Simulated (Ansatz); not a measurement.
Partial pair distribution functions of a relaxed model of amorphous Zr$_{20}$O$_{41}$Ba, broadened by 0.06 Å; density 5.35 g/cm³. Calculation: PBE, scalar-relativistic without spin-orbit coupling (plane waves to 420 eV, PAW; Ansatz, a program for electronic structure).

A CHGNet melt-quench gave the starting glass, which DFT then relaxed. O atoms were pushed apart under 1.9 Å during the dynamics, to hinder bonds among them. The hot cell started wider than the set density and was brought back towards it in steps. It is the lowest in DFT energy of 2 quenches. It is a model cell: composition and starting density were chosen by hand, and all elements were melted together. No dispersion term was used. Its density started from a set value of 5.35 and ended at 5.35 g/cm³. Cooling (nominally 300 K/ps over its main leg) ran many orders faster than in experiment, which tends to leave more defects and strain. A cell of this size samples the disorder only roughly. The volume was held where the preparation left it and the shape relaxed, at a PBE pressure of -0.7 GPa (tension). Stress components on the final sampling reach 0.7 GPa.

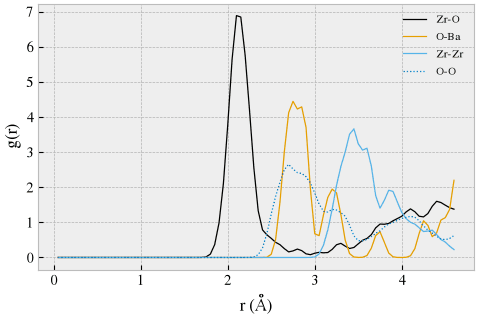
Partial pair distribution functions

Highest peaks under 4.5 Å: Zr-O near 2.10 Å, O-Ba near 2.75 Å, Zr-Zr near 3.45 Å, O-O near 2.70 Å; pairs of few atoms are noisy.

Within 2.90 Å each Zr has 6.65 O neighbours on average.
